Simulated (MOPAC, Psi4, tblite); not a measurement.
Two rigid molecules brought together: H2 ··· H6B3N3 (SMILES [H][H] and B1NBNBN1), singlet. Monomers: optimised at B3LYP-D3(BJ) (def2-TZVP), held rigid. Orientation: a higher rigid-body minimum at GFN2-xTB. The monomers approach along the line of their centres of mass (distance R); nothing else relaxes.

Geometry at R = 3.25 Å (first 2 atoms: monomer A):
```
14

H      0.3719     0.0000     0.0000
H     -0.3719     0.0000     0.0000
B      0.4871    -3.4366    -1.0310
N     -0.2196    -2.9879    -2.1874
B      0.2914    -1.9895    -3.0706
N      1.5687    -1.4355    -2.7549
B      2.3294    -1.8376    -1.6158
N      1.7588    -2.8404    -0.7751
H      0.0352    -4.2725    -0.3106
H     -1.1187    -3.3936    -2.3889
H     -0.3216    -1.6340    -4.0297
H      1.9502    -0.7297    -3.3631
H      3.3944    -1.3571    -1.3771
H      2.2763    -3.1405     0.0347
```

Methods: HF/aug-cc-pVDZ, counterpoise-corrected (Psi4); GFN2-xTB (tblite); SAPT0/jun-cc-pVDZ, frozen core (Psi4); PM3, restricted, heats of formation (MOPAC); MP2/aug-cc-pVDZ = DF-MP2/aug-cc-pVDZ, frozen core, counterpoise-corrected (Psi4).

Interaction energies in kcal/mol (negative: bound); R is the distance of the centres of mass, d the H1···B7 distance.

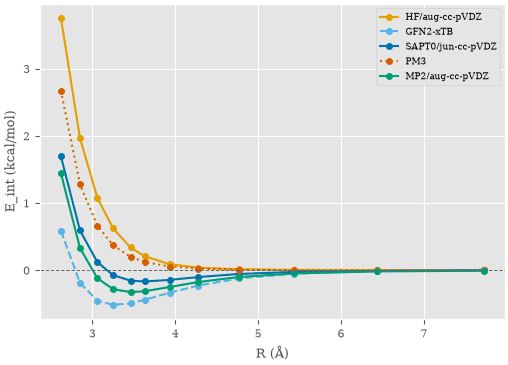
Figure: Interaction energy against separation.

```
R / Å  d / Å  HF/aug-cc-pVDZ  GFN2-xTB  SAPT0/jun-cc-pVDZ   PM3  MP2/aug-cc-pVDZ
-----  -----  --------------  --------  -----------------  ----  ---------------
2.62    2.55            3.76      0.59               1.70  2.67             1.45
2.85    2.76            1.97     -0.19               0.59  1.28             0.33
3.06    2.96            1.08     -0.45               0.12  0.67            -0.12
3.25    3.13            0.62     -0.51              -0.07  0.37            -0.28
3.46    3.33            0.34     -0.49              -0.15  0.20            -0.32
3.63    3.49            0.21     -0.44              -0.17  0.12            -0.31
3.93    3.78            0.09     -0.33              -0.14  0.06            -0.25
4.27    4.11            0.04     -0.23              -0.10  0.03            -0.18
4.77    4.59            0.02     -0.12              -0.05  0.01            -0.10
5.43    5.23            0.01     -0.05              -0.02  0.00            -0.05
6.43    6.22            0.00     -0.01              -0.01  0.00            -0.02
7.72    7.49            0.00      0.00               0.00  0.00            -0.01
```

Lowest grid point: HF/aug-cc-pVDZ 0.00 kcal/mol at R = 7.72 Å; GFN2-xTB -0.51 kcal/mol at R = 3.25 Å; SAPT0/jun-cc-pVDZ -0.17 kcal/mol at R = 3.63 Å; PM3 0.00 kcal/mol at R = 7.72 Å; MP2/aug-cc-pVDZ -0.32 kcal/mol at R = 3.46 Å.
